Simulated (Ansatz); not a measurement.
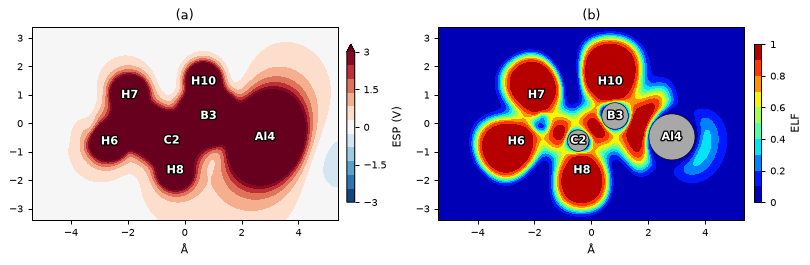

C2H8AlB. (a) electrostatic potential; (b) electron localisation function on the plane of atoms Al4, B3 and H10. Grey discs cover the atomic cores in the ELF map.

The calculation used RKS PBE0-D4/cc-pVDZ in Ansatz.

The calculation's input:

```
crystal:
  periodic: [false, false, false]
  atoms:
    - { symbol: C, position_ang: [-0.5636, 1.4063, -0.2716] }
    - { symbol: C, position_ang: [-0.1652, 0.5886, 0.8924] }
    - { symbol: B, position_ang: [0.8744, -0.5025, 0.4305] }
    - { symbol: Al, position_ang: [0.4466, -2.0798, -0.7782] }
    - { symbol: H, position_ang: [-1.1149, 0.8215, -1.0705] }
    - { symbol: H, position_ang: [-1.3321, 2.233, 0.0728] }
    - { symbol: H, position_ang: [0.2837, 1.9734, -0.7376] }
    - { symbol: H, position_ang: [-1.0014, 0.0979, 1.3346] }
    - { symbol: H, position_ang: [0.3031, 1.2606, 1.7074] }
    - { symbol: H, position_ang: [1.9001, -1.61753, -0.99089] }
    - { symbol: H, position_ang: [-1.1288, -2.1896, -1.3157] }
    - { symbol: H, position_ang: [1.4703, -3.1967, -1.1387] }
basis:
  gaussian: { orbitals: cc-pVDZ }
hamiltonian:
  xc: pbe0
  dispersion: d4
relax:
  f_tol: 0.02
  max_steps: 50
output:
  orbitals: {}
```

Run with:

```sh
ansatz run input.yaml --threads 2 --pin off --max-ram 3072MiB --backend cpu --events-out ev --progress --plain --runs-dir out
```

The fields are those of the run's last geometry, not of the input's.

Q: What does the map show?

A: Atoms in the plane: C, B, Al and H.
C–B (1.56 Å): the ELF peaks at about 0.95 between the atoms; a covalent bond.
Al–B (2.13 Å): the ELF peaks at about 1 between the atoms: a shared electron pair.
C–H (1.10 Å): the ELF climbs to about 1 towards the hydrogen, as it does in any bond to H (an ordinary covalent bond to hydrogen).
B–H (1.22 Å): the ELF climbs to about 1 towards the hydrogen; an ordinary covalent bond to hydrogen.
Outside the dense part of the molecule the potential is most negative (−0.4 V) near H12, which lies off the plane.
